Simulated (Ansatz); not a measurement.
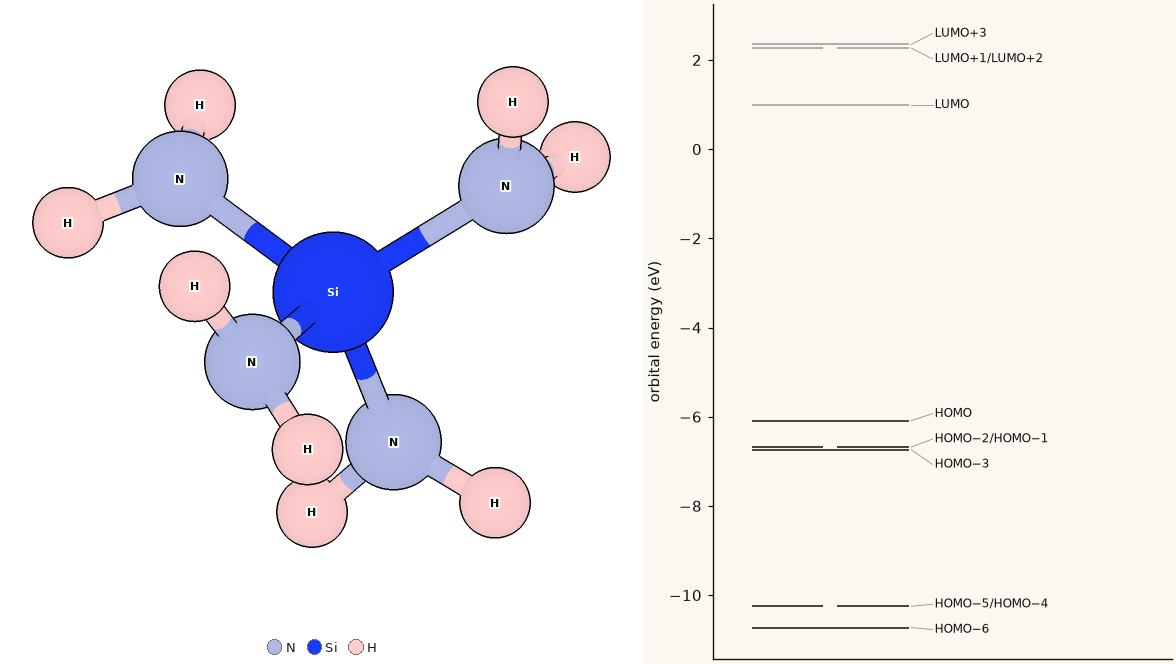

SiN₄H₈, SMILES N[Si](N)(N)N. Kohn-Sham orbital energies near the frontier, r2SCANh/def2-TZVPP with the Ansatz code 0.2.0, at a PBE0-D4/def2-TZVP geometry (a minimum by its frequencies), isolated molecule; empty levels in grey, levels within 0.03 eV side by side.

Q: Where do the frontier orbitals lie?

A: HOMO at −6.09 eV, LUMO at 0.99 eV, 7.08 eV apart.

Q: How far below the HOMO does the next level lie?

A: 0.59 eV.

Known limits of this run: empty levels above zero depend strongly on the basis.
